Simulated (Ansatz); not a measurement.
# AlH2ClF− (SMILES [F][AlH2-][Cl]) at 6 levels

Wanted: a comparison of 6 runs (B2PLYP/STO-3G, BLYP/STO-3G, UMP2/STO-3G, BCCD(T)/STO-3G, CCSDT/STO-3G, CCSDTQ/STO-3G) of AlH2ClF−. 

The calculation is run with Ansatz 0.2.0.

6 further runs of the same task are left out: 5 that didn't finish, 1 set aside as unsound or not needed.

## 1. The structure to begin with

AlH2ClF−: 5 atoms, total charge -1, spin state singlet. As SMILES, `[F][AlH2-][Cl]`. The Al2–F1 distance was set to 2.540 Å, away from the relaxed value. At this shape a bond of the SMILES string is far longer than usual.

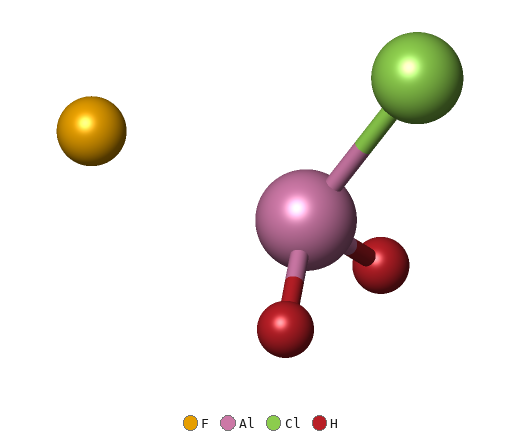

The structure, seen from a chosen angle (fluorine amber, aluminium pink, chlorine green, hydrogen red).

## 2. The energy at B2PLYP/STO-3G (run 1)

job.yaml reads:

```yaml
basis:
  gaussian:
    orbitals: STO-3G
crystal:
  periodic: [false, false, false]
  atoms:
    - symbol: F
      position_ang: [-1.746430, 0.140085, 1.869249]
    - symbol: Al
      position_ang: [-0.086940, 0.062310, -0.052380]
    - symbol: Cl
      position_ang: [1.653880, -0.992940, 0.511330]
    - symbol: H
      position_ang: [-0.732650, -0.721820, -1.269020]
    - symbol: H
      position_ang: [0.358980, 1.538300, -0.418630]
total_charge: -1
hamiltonian:
  xc: {name: B2PLYP}
correlation:
  frozen_orbitals: {Al: 5, Cl: 5, F: 1, H: 0}
accuracy: high
```

Launch:

```
$ ansatz run job.yaml --threads 1 --pin off --max-ram 2610MiB --events-out events.jsonl --progress --plain --runs-dir runs
```

The program printed:

```text
Warning: RAYON_NUM_THREADS=1 ignored (pool sized by the plan → 1); use --threads N
Functional definition: B2PLYP
  name "B2PLYP"
  parameter a = 0.53
  parameter c = 0.27
  exchange = (1 - a)*b88_x + a*exact_x
  correlation = (1 - c)*lyp_c + c*(mp2_os + mp2_ss)
442 factors; integrals over basis functions are off by at most 2.8e-8 eV
mean field evaluation 1: about -21594.8937 eV, gradient 2.3e1 eV
mean field evaluation 2: about -21594.8857 eV, gradient 2.3e1 eV
mean field evaluation 4: about -21598.2443 eV, gradient 2.7e0 eV
mean field evaluation 8: about -21598.2859 eV, gradient 6.0e-3 eV
mean field evaluation 16: about -21598.2859 eV, gradient 1.1e-7 eV
mean field -21598.28591282 eV, -793.7223674521 hartree, gradient 6.2e-9 eV, S^2 0.000000; 0 other end points of the search recorded, 0 dependent functions left out; unrestricted orbitals would lower it
11 core orbitals not correlated: weight in the atoms' cores, before any rotation towards them, 0.999 or more for the frozen orbitals, at most 0.000 for the correlated occupied ones
reference -21598.28593037 eV, -793.7223680971 hartree; 10, 10 occupied and 4, 4 virtual orbitals, 442 factors
second order -2.71841094 eV of doubles, -0.00000000 eV of singles
Total energy: -21599.01990132 eV, -793.7493410321 hartree
```

Run time: 2.1 s. Hardware: 1 thread of Arm Neoverse V1, shared host; peak memory 0.11 GiB.

## 3. A single-point energy at BLYP/STO-3G (run 2)

in.yaml reads:

```yaml
basis:
  gaussian:
    orbitals: STO-3G
crystal:
  periodic: [false, false, false]
  atoms:
    - {symbol: F, position_ang: [-1.746430, 0.140085, 1.869249]}
    - {symbol: Al, position_ang: [-0.086940, 0.062310, -0.052380]}
    - {symbol: Cl, position_ang: [1.653880, -0.992940, 0.511330]}
    - {symbol: H, position_ang: [-0.732650, -0.721820, -1.269020]}
    - {symbol: H, position_ang: [0.358980, 1.538300, -0.418630]}
total_charge: -1
hamiltonian:
  xc: {name: BLYP}
accuracy: high
```

Launch:

```
$ ansatz run in.yaml --threads 1 --pin off --max-ram 2610MiB --events-out events.jsonl --progress --plain --runs-dir runs
```

The program printed:

```text
Warning: RAYON_NUM_THREADS=1 ignored (pool sized by the plan → 1); use --threads N
Functional definition: BLYP
  name "BLYP"
  parameter beta = 0.0042
  parameter a = 0.04918
  parameter b = 0.132
  parameter c = 0.2533
  parameter d = 0.349
  exchange = b88_x(beta = beta)
  correlation = lyp_c(a = a, b = b, c = c, d = d)
442 factors; integrals over basis functions are off by at most 2.8e-8 eV
mean field evaluation 1: about -21604.8406 eV, gradient 2.7e1 eV
mean field evaluation 2: about -21590.4644 eV, gradient 5.7e1 eV
mean field evaluation 4: about -21606.6917 eV, gradient 1.3e1 eV
mean field evaluation 8: about -21607.5245 eV, gradient 7.2e-1 eV
mean field evaluation 16: about -21607.4774 eV, gradient 1.0e-5 eV
mean field -21607.47736292 eV, -794.0601470130 hartree, gradient 4.1e-8 eV, S^2 0.000000; 0 other end points of the search recorded, 0 dependent functions left out
reference -21607.47740022 eV, -794.0601483838 hartree; 21, 21 occupied and 4, 4 virtual orbitals, 442 factors
Total energy: -21607.47740022 eV, -794.0601483838 hartree
```

It took 1.4 s on 1 thread of Arm Neoverse V1, shared host; peak memory 0.1 GiB.

Run 3 isn't shown in full; the table further down has it.

## 4. A single-point energy at BCCD(T)/STO-3G (run 4)

molecule.yaml reads:

```yaml
crystal:
  periodic: [false, false, false]
  atoms:
    - {symbol: F, position_ang: [-1.746430, 0.140085, 1.869249]}
    - {symbol: Al, position_ang: [-0.086940, 0.062310, -0.052380]}
    - {symbol: Cl, position_ang: [1.653880, -0.992940, 0.511330]}
    - {symbol: H, position_ang: [-0.732650, -0.721820, -1.269020]}
    - {symbol: H, position_ang: [0.358980, 1.538300, -0.418630]}
basis:
  gaussian:
    orbitals: STO-3G
scf:
  omitted_lower_state_checks: [cluster_reference, increment]
total_charge: -1
correlation:
  method: bccd_t
  frozen_orbitals: {Al: 5, Cl: 5, F: 1, H: 0}
accuracy: high
```

Launch:

```
$ ansatz run molecule.yaml --threads 1 --pin off --max-ram 2610MiB --events-out events.jsonl --progress --plain --runs-dir runs
```

The program printed:

```text
Warning: RAYON_NUM_THREADS=1 ignored (pool sized by the plan → 1); use --threads N
[... 11 lines left out ...]
11 core orbitals not correlated: weight in the atoms' cores, before any rotation towards them, 0.999 or more for the frozen orbitals, at most 0.000 for the correlated occupied ones
[... 33 lines left out ...]
WARN: these amplitudes may be one of several solutions (largest doubles amplitude 0.31, level shift 0.62 eV)
Total energy: -21571.25445765 eV, -792.7289797972 hartree
Checks for a lower state left out: cluster_reference, increment
```

It took 0.3 s on 1 thread of Arm Neoverse V1, shared host.

Run 5 isn't shown in full; the table further down has it.

## 5. The energy at CCSDTQ/STO-3G (run 6)

run.yaml reads:

```yaml
crystal:
  periodic: [false, false, false]
  atoms:
    - {symbol: F, position_ang: [-1.746430, 0.140085, 1.869249]}
    - {symbol: Al, position_ang: [-0.086940, 0.062310, -0.052380]}
    - {symbol: Cl, position_ang: [1.653880, -0.992940, 0.511330]}
    - {symbol: H, position_ang: [-0.732650, -0.721820, -1.269020]}
    - {symbol: H, position_ang: [0.358980, 1.538300, -0.418630]}
basis:
  gaussian: {orbitals: STO-3G}
total_charge: -1
correlation: {method: ccsdtq, frozen_orbitals: {Al: 5, Cl: 5, F: 1, H: 0}}
accuracy: high
scf: {omitted_lower_state_checks: [cluster_reference, increment]}
```

Launch:

```
$ ansatz run run.yaml --threads 1 --pin off --max-ram 2610MiB --events-out events.jsonl --progress --plain --runs-dir runs
```

The program printed:

```text
Warning: RAYON_NUM_THREADS=1 ignored (pool sized by the plan → 1); use --threads N
[... 11 lines left out ...]
11 core orbitals not correlated: weight in the atoms' cores, before any rotation towards them, 0.999 or more for the frozen orbitals, at most 0.000 for the correlated occupied ones
[... 47 lines left out ...]
WARN: these amplitudes may be one of several solutions (largest doubles amplitude 0.33, level shift 0.62 eV)
Total energy: -21571.26442809 eV, -792.7293462040 hartree
Checks for a lower state left out: cluster_reference, increment
```

Run time: 14 s. Hardware: 1 thread of Arm Neoverse V1, shared host; peak memory 0.18 GiB.

## 6. The series

| run | level | frozen core orbitals | energy (Eh) | wall time |
| --- | --- | --- | --- | --- |
| 1 | B2PLYP/STO-3G | 11 | -793.749341 | 2.1 s |
| 2 | BLYP/STO-3G | – | -794.060148 | 1.4 s |
| 3 | UMP2/STO-3G | 11 | -792.689275 | 0.52 s |
| 4 | BCCD(T)/STO-3G | 11 | -792.728980 | 0.3 s |
| 5 | CCSDT/STO-3G | 11 | -792.729592 | 0.5 s |
| 6 | CCSDTQ/STO-3G | 11 | -792.729346 | 14 s |

## 7. Results

```
                                           quantity          value
                                run 6: total energy  -792.72935 Eh
run 6: correlation energy (11 core orbitals frozen)      -97.0 mEh
                               run 6: T1 diagnostic          0.036
```

In words: Totals of different functionals can't be ranked against each other. In runs 1, 4, 5, 6 the log says that unrestricted orbitals would lower the reference, so the values rest on an unstable closed-shell determinant (other closed-shell runs at this shape may share the fault). In runs 1, 2, 3, 4, 5, 6 the basis is minimal, so the values are rough. Spin contamination of the reference: run 3 ⟨S²⟩ = 0.64. Where it is this large, the reference is a mixture of spin states, and values that rest on it are in doubt. All runs together took 19 s, the longest 14 s.
